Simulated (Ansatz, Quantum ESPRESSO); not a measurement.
# Charging Nb(110), 4 layers, one monolayer of N on longbridge sites, part 2 of 6

Wanted: the capacitance of Nb(110), 4 layers, one monolayer of N on longbridge sites by the effective screening medium.

Quantum ESPRESSO 7.5; plane-wave DFT, PBE, GBRV ultrasoft pseudopotentials; geometry by Ansatz 0.2.0 with PAW datasets.

So far. Step 2 (Geometry from Ansatz): The relaxation lowers the energy by 445 meV an atom. Held were the atoms numbered 1 and 2; the forces quoted are those on the free ones.

### Step 3. Self-consistent run: charge -0.0231 e

ESM with bc3 puts vacuum below and a metal electrode at the cell's upper end, z = c/2, which holds the counter charge and sets the zero of potential. tot_charge counts missing electrons, so a negative value adds electrons. The energies and forces that the log prints for charged cells are not used here.

Level of this step: plane-wave DFT, PBE, GBRV ultrasoft pseudopotentials (Quantum ESPRESSO 7.5).

File q0.in:

```
&control
  prefix = 'q0'
  outdir = './out'
  pseudo_dir = './pseudo'
  calculation = 'scf'
  tprnfor = .true.
/
&system
  ibrav = 0
  nat = 5
  ntyp = 2
  ecutwfc = 40
  ecutrho = 200
  occupations = 'smearing'
  smearing = 'mv'
  degauss = 0.02
  assume_isolated = 'esm'
  esm_bc = 'bc3'
  tot_charge = -0.0231
/
&electrons
  conv_thr = 1e-08
  mixing_beta = 0.4
  electron_maxstep = 120
  mixing_mode = 'local-TF'
/
ATOMIC_SPECIES
  Nb  92.9064  nb_pbe_v1.uspp.F.UPF
  N   14.0070  n_pbe_v1.2.uspp.F.UPF
CELL_PARAMETERS angstrom
  2.33345237790000 -1.65000000000000 0.00000000000000
  2.33345237790000 1.65000000000000 0.00000000000000
  0.00000000000000 0.00000000000000 25.00035713370000
ATOMIC_POSITIONS crystal
  Nb  0.000000000000 0.000000000000 -0.036299549371
  Nb  0.500000000000 0.500000000000 0.057037212429
  Nb  0.000000000000 0.000000000000 0.149662488472
  Nb  0.500000000000 0.500000000000 0.250285912068
  N   0.000000000000 0.000000000000 0.289359934315
K_POINTS automatic
  10 10 1 0 0 0
```

Launch:

```sh
OMP_NUM_THREADS=1 mpirun -n 2 pw.x -nk 2 -in q0.in > q0.out
```

The program printed:

```text
Program PWSCF v.7.5 starts
[citation notice left out]

     Parallel version (MPI & OpenMP), running on       2 processor cores
     Number of MPI processes:                 2
     Threads/MPI process:                     1

     MPI processes distributed on     1 nodes
[...]
Current dimensions of program PWSCF are:
     Max number of different atomic species (ntypx) = 10
     Max number of k-points (npk) =  40000
     Max angular momentum in pseudopotentials (lmaxx) =  4
     Message from routine setup:
     using ibrav=0 with symmetry is DISCOURAGED, use correct ibrav instead

     K-points division:     npool     =       2
     Subspace diagonalization in iterative solution of the eigenvalue problem:
     a serial algorithm will be used

     G-vector sticks info
     --------------------
     sticks:   dense  smooth     PW     G-vecs:    dense   smooth      PW
     Sum         437     345    117                61977    44403    8301

     Using Slab Decomposition

     bravais-lattice index     =            0
     lattice parameter (alat)  =       5.4006  a.u.
     unit-cell volume          =    1299.1392 (a.u.)^3
     number of atoms/cell      =            5
     number of atomic types    =            2
     number of electrons       =        57.02
     number of Kohn-Sham states=           34
     kinetic-energy cutoff     =      40.0000  Ry
     charge density cutoff     =     200.0000  Ry
     scf convergence threshold =      1.0E-08
     mixing beta               =       0.4000
     number of iterations used =            8  local-TF  mixing
     Exchange-correlation= SLA  PW   PBE  PBE
                           (   1   4   3   4   0   0   0)

     Effective Screening Medium Method
     =================================
     Boundary Conditions: Vacuum-Slab-Metal
     total charge in unit cell        =  -0.0231
     grid points for fit at edges     =        4

     celldm(1)=   5.400618  celldm(2)=   0.000000  celldm(3)=   0.000000
     celldm(4)=   0.000000  celldm(5)=   0.000000  celldm(6)=   0.000000

     crystal axes: (cart. coord. in units of alat)
               a(1) = (   0.816497  -0.577350   0.000000 )
               a(2) = (   0.816497   0.577350   0.000000 )
               a(3) = (   0.000000   0.000000   8.747856 )

     reciprocal axes: (cart. coord. in units 2 pi/alat)
               b(1) = (  0.612372 -0.866025  0.000000 )
               b(2) = (  0.612372  0.866025 -0.000000 )
               b(3) = ( -0.000000  0.000000  0.114314 )

     PseudoPot. # 1 for Nb read from file:
     ./pseudo/nb_pbe_v1.uspp.F.UPF
     Pseudo is Ultrasoft + core correction, Zval = 13.0
     Generated by new atomic code, or converted to UPF format
     Using radial grid of  887 points,  6 beta functions with:
                l(1) =   0
                l(2) =   0
                l(3) =   1
                l(4) =   1
                l(5) =   2
                l(6) =   2
     Q(r) pseudized with  6 coefficients,  rinner =    1.000   1.000   1.000
                                                       1.000   1.000

     PseudoPot. # 2 for N  read from file:
     ./pseudo/n_pbe_v1.2.uspp.F.UPF
     Pseudo is Ultrasoft + core correction, Zval =  5.0
     Generated by new atomic code, or converted to UPF format
     Using radial grid of  729 points,  4 beta functions with:
                l(1) =   0
                l(2) =   0
                l(3) =   1
                l(4) =   1
     Q(r) pseudized with  8 coefficients,  rinner =    0.900   0.900   0.900

     atomic species   valence    mass     pseudopotential
     Nb               13.00    92.90640     Nb( 1.00)
     N                 5.00    14.00700     N ( 1.00)

      4 Sym. Ops. (no inversion) found

   Cartesian axes

     site n.     atom                  positions (alat units)
         1        Nb     tau(   1) = (   0.0000000   0.0000000  -0.3175432  )
         2        Nb     tau(   2) = (   0.8164966   0.0000000   0.4989533  )
         3        Nb     tau(   3) = (   0.0000000   0.0000000   1.3092259  )
         4        Nb     tau(   4) = (   0.8164966   0.0000000   2.1894652  )
         5        N      tau(   5) = (   0.0000000   0.0000000   2.5312791  )

     number of k points=    31  Marzari-Vanderbilt smearing, width (Ry)=  0.0200
                       cart. coord. in units 2pi/alat
        k(    1) = (   0.0000000   0.0000000   0.0000000), wk =   0.0200000
        k(    2) = (   0.0612372   0.0866025   0.0000000), wk =   0.0800000
        k(    3) = (   0.1224745   0.1732051   0.0000000), wk =   0.0800000
        k(    4) = (   0.1837117   0.2598076   0.0000000), wk =   0.0800000
        k(    5) = (   0.2449490   0.3464102   0.0000000), wk =   0.0800000
        k(    6) = (  -0.3061862  -0.4330127   0.0000000), wk =   0.0400000
        k(    7) = (   0.1224745   0.0000000   0.0000000), wk =   0.0400000
        k(    8) = (   0.1837117   0.0866025   0.0000000), wk =   0.0800000
        k(    9) = (   0.2449490   0.1732051   0.0000000), wk =   0.0800000
        k(   10) = (   0.3061862   0.2598076   0.0000000), wk =   0.0800000
[...]
k(   31) = (  -0.6123724   0.0000000   0.0000000), wk =   0.0200000

     Dense  grid:    61977 G-vectors     FFT dimensions: (  25,  25, 216)

     Smooth grid:    44403 G-vectors     FFT dimensions: (  24,  24, 192)

     Estimated max dynamical RAM per process >     187.96 MB

     Estimated total dynamical RAM >     360.78 MB

     Initial potential from superposition of free atoms

     starting charge      56.9891, renormalised to      57.0231

     negative rho (up, down):  3.422E-03 0.000E+00
     Starting wfcs are   56 randomized atomic wfcs

     total cpu time spent up to now is        5.4 secs

     per-process dynamical memory:    97.5 Mb

     Self-consistent Calculation

     iteration #  1     ecut=    40.00 Ry     beta= 0.40
     Davidson diagonalization with overlap
     ethr =  1.00E-02,  avg # of iterations =  1.3

     negative rho (up, down):  2.605E-03 0.000E+00

     total cpu time spent up to now is       13.2 secs

     total energy              =    -491.65813311 Ry
     estimated scf accuracy    <      13.74970214 Ry

     iteration #  2     ecut=    40.00 Ry     beta= 0.40
[...]
negative rho (up, down):  2.972E-03 0.000E+00

[...]
total energy              =    -491.57330777 Ry
     estimated scf accuracy    <       2.23446695 Ry

     iteration #  3     ecut=    40.00 Ry     beta= 0.40
[...]
negative rho (up, down):  3.543E-03 0.000E+00

[...]
c_bands:  1 eigenvalues not converged
     c_bands:  1 eigenvalues not converged
     c_bands:  2 eigenvalues not converged
     c_bands:  2 eigenvalues not converged
     c_bands:  1 eigenvalues not converged
     c_bands:  1 eigenvalues not converged
     c_bands:  1 eigenvalues not converged
     c_bands:  1 eigenvalues not converged
     c_bands:  1 eigenvalues not converged
     c_bands:  1 eigenvalues not converged
[...]
negative rho (up, down):  6.196E-04 0.000E+00

[...]
total energy              =    -491.81058252 Ry
     estimated scf accuracy    <       0.00208053 Ry

     iteration # 12     ecut=    40.00 Ry     beta= 0.40
[...]
c_bands:  1 eigenvalues not converged
     c_bands:  2 eigenvalues not converged
     c_bands:  1 eigenvalues not converged
     c_bands:  2 eigenvalues not converged
     c_bands:  1 eigenvalues not converged
[...]
negative rho (up, down):  6.359E-04 0.000E+00

[...]
total energy              =    -491.81257847 Ry
     estimated scf accuracy    <       0.00175633 Ry

     iteration # 13     ecut=    40.00 Ry     beta= 0.40
[...]
c_bands:  2 eigenvalues not converged
[...]
negative rho (up, down):  8.976E-04 0.000E+00

[...]
total energy              =    -491.81308167 Ry
     estimated scf accuracy    <       0.00072890 Ry

     iteration # 14     ecut=    40.00 Ry     beta= 0.40
[...]
c_bands:  1 eigenvalues not converged
     c_bands:  1 eigenvalues not converged
     c_bands:  2 eigenvalues not converged
     c_bands:  1 eigenvalues not converged
[...]
negative rho (up, down):  1.656E-03 0.000E+00

[...]
total energy              =    -491.81352434 Ry
     estimated scf accuracy    <       0.00102070 Ry

[...]
iteration # 27     ecut=    40.00 Ry     beta= 0.40
[...]
negative rho (up, down):  3.777E-03 0.000E+00

[...]
total energy              =    -491.81078883 Ry
     estimated scf accuracy    <       0.00000180 Ry

     iteration # 28     ecut=    40.00 Ry     beta= 0.40
[...]
negative rho (up, down):  3.808E-03 0.000E+00

[...]
total energy              =    -491.81074283 Ry
     estimated scf accuracy    <       0.00000037 Ry

     iteration # 29     ecut=    40.00 Ry     beta= 0.40
[...]
negative rho (up, down):  3.810E-03 0.000E+00

[...]
total energy              =    -491.81074215 Ry
     estimated scf accuracy    <       0.00000014 Ry

     iteration # 30     ecut=    40.00 Ry     beta= 0.40
[...]
c_bands:  1 eigenvalues not converged
[...]
negative rho (up, down):  3.808E-03 0.000E+00

[...]
total energy              =    -491.81075048 Ry
     estimated scf accuracy    <       0.00000005 Ry

     iteration # 31     ecut=    40.00 Ry     beta= 0.40
[...]
negative rho (up, down):  3.809E-03 0.000E+00

[...]
total energy              =    -491.81073958 Ry
     estimated scf accuracy    <       0.00000003 Ry

     iteration # 32     ecut=    40.00 Ry     beta= 0.40
[...]
negative rho (up, down):  3.813E-03 0.000E+00

[...]
total energy              =    -491.81073240 Ry
     estimated scf accuracy    <       0.00000002 Ry

     iteration # 33     ecut=    40.00 Ry     beta= 0.40
[...]
negative rho (up, down):  3.813E-03 0.000E+00

[...]
total energy              =    -491.81073543 Ry
     estimated scf accuracy    <       0.00000001 Ry

     iteration # 34     ecut=    40.00 Ry     beta= 0.40
[...]
negative rho (up, down):  3.822E-03 0.000E+00

[...]
End of self-consistent calculation

          k = 0.0000 0.0000 0.0000 (  5621 PWs)   bands (ev):

   -58.9284 -58.3898 -58.2525 -58.0743 -35.1639 -34.8177 -34.7372 -34.4151
   -34.4123 -34.0378 -33.8854 -33.8310 -33.7502 -33.6432 -33.6277 -33.5455
   -18.4020  -9.2783  -8.9004  -8.0616  -7.4833  -7.3607  -5.7492  -5.2601
    -5.1045  -4.6258  -4.6147  -4.1264  -3.8325  -3.7790  -3.5221  -2.9166
    -2.4872  -1.2114

          k = 0.0612 0.0866 0.0000 (  5604 PWs)   bands (ev):

   -58.9153 -58.3768 -58.2394 -58.0657 -35.1414 -34.8385 -34.7781 -34.4624
   -34.4204 -34.0862 -33.9743 -33.7984 -33.7942 -33.7097 -33.6645 -33.5842
   -18.2610  -9.0680  -8.7030  -7.8632  -7.3313  -7.1763  -6.3993  -5.2635
    -5.0177  -4.6689  -4.3026  -4.1966  -3.8455  -3.5437  -3.2619  -2.9887
    -2.7577  -1.3452

          k = 0.1225 0.1732 0.0000 (  5571 PWs)   bands (ev):

   -58.8807 -58.3425 -58.2042 -58.0436 -35.1163 -35.0526 -34.7349 -34.5348
   -34.4731 -34.2598 -34.1581 -33.9185 -33.8604 -33.7974 -33.7138 -33.6130
   -17.9087  -8.7684  -8.0518  -7.6849  -7.3055  -6.9162  -6.5120  -5.2280
    -4.9120  -4.6073  -4.4609  -4.2345  -3.8591  -3.8020  -2.8311  -2.6836
    -2.3111  -1.5611

          k = 0.1837 0.2598 0.0000 (  5544 PWs)   bands (ev):

   -58.8375 -58.2999 -58.1591 -58.0174 -35.4289 -35.0107 -34.7207 -34.6281
   -34.5837 -34.4692 -34.3668 -34.0738 -33.9382 -33.8362 -33.7127 -33.6253
   -17.5075  -8.9862  -7.8819  -7.2534  -6.9838  -6.6960  -6.2212  -5.3050
    -5.0041  -4.8262  -4.5369  -4.2180  -3.7878  -3.7132  -2.3826  -1.9356
    -1.7055  -1.1768

          k = 0.2449 0.3464 0.0000 (  5553 PWs)   bands (ev):

   -58.8023 -58.2652 -58.1208 -57.9975 -35.6969 -34.9865 -34.8566 -34.7714
   -34.6456 -34.6138 -34.3815 -34.1301 -34.0199 -33.8545 -33.7086 -33.6316
   -17.2122  -9.4612  -7.6057  -7.1054  -6.9134  -6.3484  -6.0823  -5.4879
    -5.2679  -5.1958  -4.6678  -3.8074  -3.5801  -2.7129  -2.4520  -1.6907
    -1.0917  -0.8715

          k =-0.3062-0.4330 0.0000 (  5562 PWs)   bands (ev):

   -58.7887 -58.2518 -58.1056 -57.9903 -35.7978 -35.0026 -34.9167 -34.8444
   -34.6940 -34.6282 -34.3441 -34.1323 -34.0732 -33.8594 -33.7075 -33.6334
   -17.1067  -9.6483  -7.2969  -7.2091  -7.0650  -6.4345  -5.6599  -5.6050
    -5.3549  -5.3430  -4.7504  -3.5739  -3.3694  -2.8629  -1.8774  -1.7133
    -0.9236  -0.9169

[...]
the Fermi energy is    -3.7697 ev

!    total energy              =    -491.81072672 Ry
     estimated scf accuracy    <          3.6E-09 Ry
     smearing contrib. (-TS)   =       0.00064125 Ry
     internal energy E=F+TS    =    -491.81136798 Ry

     The total energy is F=E-TS. E is the sum of the following terms:
     one-electron contribution =  -43841.53792368 Ry
     hartree contribution      =   21907.58135146 Ry
     xc contribution           =     -78.99182863 Ry
     ewald contribution        =   21521.13703288 Ry

     convergence has been achieved in  34 iterations

     negative rho (up, down):  3.822E-03 0.000E+00

     Forces acting on atoms (cartesian axes, Ry/au):

     atom    1 type  1   force =     0.00000000    0.00000000    0.00974035
     atom    2 type  1   force =     0.00000000    0.00000000   -0.00925098
     atom    3 type  1   force =     0.00000000    0.00000000    0.00000997
     atom    4 type  1   force =     0.00000000    0.00000000   -0.00305276
     atom    5 type  2   force =     0.00000000    0.00000000    0.00238181

     Total force =     0.013980     Total SCF correction =     0.000216

[...]
=------------------------------------------------------------------------------=
   JOB DONE.
=------------------------------------------------------------------------------=
[...]
```

Elapsed: 6.2 min, on 2 MPI ranks of Arm Neoverse N1, shared host; peak memory 0.47 GiB; 12 min of CPU time.

Numbers from this step:

```
Fermi energy                                                   : -3.770 eV
vacuum line at the lower end of the cell, over the Fermi level : 4.642 eV
slope of the potential above                                   : -0.5429 eV/Å
vacuum line at the upper end of the cell, over the Fermi level : 3.769 eV
```

The potential energy, planar mean oscillates, so the rows of the table below give means over windows of 2.43 Å about each position, cut where the curve ends. Its maxima inside the range that stand out by 2 % of the span (Å: eV): 0.2: -1.16, 2.5: -1.29, 5.0: -0.252, 8.8: 5.60. Its minima: -0.9: -31.2, 1.4: -31.0, 3.7: -31.0, 6.2: -32.2.

Electrostatic potential energy of an electron; zero at the Fermi level. Potential energy, planar mean against z; means over each step:

```tsv
z (Å)	potential energy, planar mean (eV)
-11.29	4.64
-8.86	4.64
-6.43	4.64
-4.00	4.46
-1.57	-11.5
0.86	-13.7
3.29	-13.6
5.72	-14.2
8.15	0.211
10.58	4.81
```

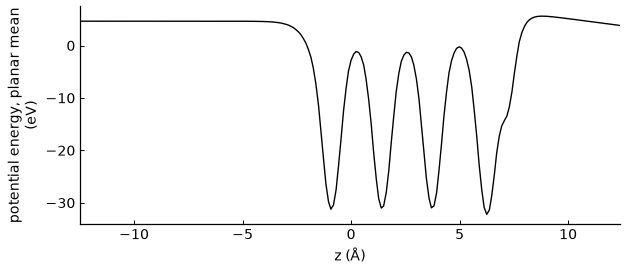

Potential energy, planar mean against z.

The program's own clock; routines nest. Time by routine:

```tsv
routine	wall time (s)	calls
PWSCF	373.9	1
electrons	367.2	1
c_bands	296.2	34
cegterg	275	544
h_psi	200.5	4012
fftw	179.2	120872
vloc_psi	167.3	4012
sum_band	44.19	34
calbec	22.06	4620
mix_rho	17.21	34
add_vuspsi	16.44	4012
h_psi:calbec	16.21	4012
s_psi	16.06	4012
ffts	10.34	4098
```

The run needed 34 iterations to bring the estimated error under 1e-08 Ry.

Inside the slab this potential holds the local part of the pseudopotentials, which can be repulsive at the nuclei; only its value in the vacuum has a meaning of its own.

Gauss's law asks for a slope of 180.95 q/A = -0.543 eV/Å in the gap; the run gives -0.543.

### Step 4. Ground state: charge -0.0116 e

The charge is stepped; where the run before has converged, its density is the start.

q1.in, as its differences from the input of step 3:

```diff
@@ -1,3 +1,3 @@
 &control
-  prefix = 'q0'
+  prefix = 'q1'
   outdir = './out'
@@ -18,3 +18,3 @@
   esm_bc = 'bc3'
-  tot_charge = -0.0231
+  tot_charge = -0.0116
 /
@@ -25,2 +25,3 @@
   mixing_mode = 'local-TF'
+  startingpot = 'file'
 /
```

Launch:

```sh
cp -r out/q0.save out/q1.save
OMP_NUM_THREADS=1 mpirun -n 2 pw.x -nk 2 -in q1.in > q1.out
```

The program printed:

```text
[banner, memory and clock lines left out]
Program PWSCF v.7.5 starts
[...]
Message from routine setup:
[...]
number of electrons       =        57.01
     number of Kohn-Sham states=           34
     kinetic-energy cutoff     =      40.0000  Ry
     charge density cutoff     =     200.0000  Ry
[...]
number of k points=    31  Marzari-Vanderbilt smearing, width (Ry)=  0.0200
[...]
Dense  grid:    61977 G-vectors     FFT dimensions: (  25,  25, 216)
[...]
The initial density is read from file :
[...]
negative rho (up, down):  3.821E-03 0.000E+00
     Starting wfcs are   56 randomized atomic wfcs
[...]
negative rho (up, down):  3.886E-03 0.000E+00
[...]
estimated scf accuracy    <       1.45896259 Ry
[...]
negative rho (up, down):  3.949E-03 0.000E+00
[...]
estimated scf accuracy    <       0.18225430 Ry
[...]
negative rho (up, down):  3.646E-03 0.000E+00
[...]
estimated scf accuracy    <       0.01042006 Ry
[...]
negative rho (up, down):  3.600E-03 0.000E+00
[...]
estimated scf accuracy    <       0.01126734 Ry
[...]
negative rho (up, down):  3.217E-03 0.000E+00
[...]
estimated scf accuracy    <       0.00424554 Ry
[...]
negative rho (up, down):  2.898E-03 0.000E+00
[...]
estimated scf accuracy    <       0.00173415 Ry
[...]
negative rho (up, down):  2.620E-03 0.000E+00
[...]
estimated scf accuracy    <       0.00387002 Ry
[...]
negative rho (up, down):  2.486E-03 0.000E+00
[...]
estimated scf accuracy    <       0.00030646 Ry
[...]
negative rho (up, down):  2.541E-03 0.000E+00
[...]
estimated scf accuracy    <       0.00022461 Ry
[...]
negative rho (up, down):  2.729E-03 0.000E+00
[...]
estimated scf accuracy    <       0.00010613 Ry
[...]
negative rho (up, down):  2.742E-03 0.000E+00
[...]
estimated scf accuracy    <       0.00035879 Ry
[...]
negative rho (up, down):  2.957E-03 0.000E+00
[...]
estimated scf accuracy    <       0.00035195 Ry
[...]
negative rho (up, down):  2.940E-03 0.000E+00
[...]
estimated scf accuracy    <       0.00030625 Ry
[...]
negative rho (up, down):  3.104E-03 0.000E+00
[...]
estimated scf accuracy    <       0.00017470 Ry
[...]
negative rho (up, down):  3.221E-03 0.000E+00
[...]
estimated scf accuracy    <       0.00004764 Ry
[...]
negative rho (up, down):  3.515E-03 0.000E+00
[...]
estimated scf accuracy    <       0.00005636 Ry
[...]
negative rho (up, down):  3.561E-03 0.000E+00
[...]
estimated scf accuracy    <       0.00011212 Ry
[...]
negative rho (up, down):  3.564E-03 0.000E+00
[...]
estimated scf accuracy    <       0.00008540 Ry
[...]
negative rho (up, down):  3.668E-03 0.000E+00
[...]
estimated scf accuracy    <       0.00003414 Ry
[...]
negative rho (up, down):  3.775E-03 0.000E+00
[...]
estimated scf accuracy    <       0.00000859 Ry
[...]
negative rho (up, down):  3.829E-03 0.000E+00
[...]
estimated scf accuracy    <       0.00000690 Ry
[...]
negative rho (up, down):  3.856E-03 0.000E+00
[...]
estimated scf accuracy    <       0.00000401 Ry
[...]
negative rho (up, down):  3.850E-03 0.000E+00
[...]
estimated scf accuracy    <       0.00000062 Ry
[...]
negative rho (up, down):  3.860E-03 0.000E+00
[...]
estimated scf accuracy    <       0.00000022 Ry
[...]
negative rho (up, down):  3.846E-03 0.000E+00
[...]
estimated scf accuracy    <       0.00000004 Ry
[...]
negative rho (up, down):  3.856E-03 0.000E+00
[...]
estimated scf accuracy    <       0.00000006 Ry
[...]
negative rho (up, down):  3.855E-03 0.000E+00
[...]
estimated scf accuracy    <       0.00000002 Ry
[...]
negative rho (up, down):  3.854E-03 0.000E+00
[...]
estimated scf accuracy    <       0.00000004 Ry
[...]
negative rho (up, down):  3.855E-03 0.000E+00
[...]
the Fermi energy is    -4.9911 ev
!    total energy              =    -491.80700763 Ry
     estimated scf accuracy    <          2.3E-09 Ry
     smearing contrib. (-TS)   =       0.00060794 Ry
     internal energy E=F+TS    =    -491.80761557 Ry
[...]
one-electron contribution =  -43836.43375423 Ry
     hartree contribution      =   21902.47314500 Ry
     xc contribution           =     -78.98403922 Ry
     ewald contribution        =   21521.13703288 Ry
     convergence has been achieved in  29 iterations
     negative rho (up, down):  3.855E-03 0.000E+00
[...]
Total force =     0.013415     Total SCF correction =     0.000303
[...]
```

Wall time 6.1 min (2 MPI ranks); peak memory 0.44 GiB; 12 min of CPU time.

Read from the output:

```
Fermi energy                                                   : -4.991 eV
slope of the potential above                                   : -0.2726 eV/Å
vacuum line at the upper end of the cell, over the Fermi level : 4.991 eV
```

The electrode's potential over the Fermi level goes from 3.769 to 4.991 eV, the far face's from 4.642 to 4.642 eV.

(Part 2 of 6 ends here.)

[Logs are printed without paths, hosts, clocks, repeated set-up lines and the standing remarks that a program may print on its own settings, such as how far it seeks lower states.]

[Hosts, paths, dates, database ids (printed as entryN), source tags and the programs' standing remarks are cut or masked in the printed files.]

[Maps of the electrostatic potential energy from Ansatz leave out the sawtooth potential of an applied field or a dipole correction, so their vacuum need not be flat; planar profiles and work functions include it.]
